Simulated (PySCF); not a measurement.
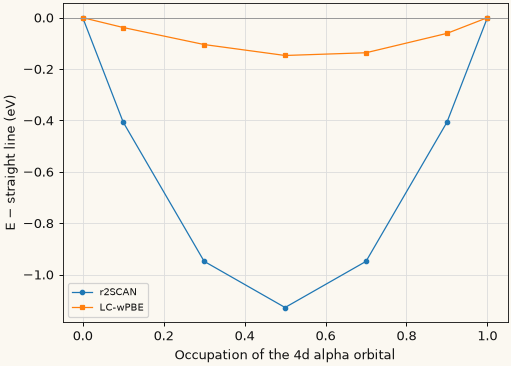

One 4d alpha orbital of Mo⁺ ([Kr] 4d⁵) is emptied in steps. The plot gives the energy less the straight line between the integer ends. PySCF, jorge-DZP-DKH, spin-free X2C-1e, unrestricted single determinants, no spin-orbit coupling.

**What do the curves say about each method?**

r2SCAN: convex (delocalisation error), largest departure −1.1 eV, removal energy 15.16 eV; LC-wPBE: convex (delocalisation error), largest departure −0.15 eV, removal energy 14.93 eV. The NIST semi-empirical removal energy is 16.16 eV. The exact energy is a straight line between whole electron numbers.
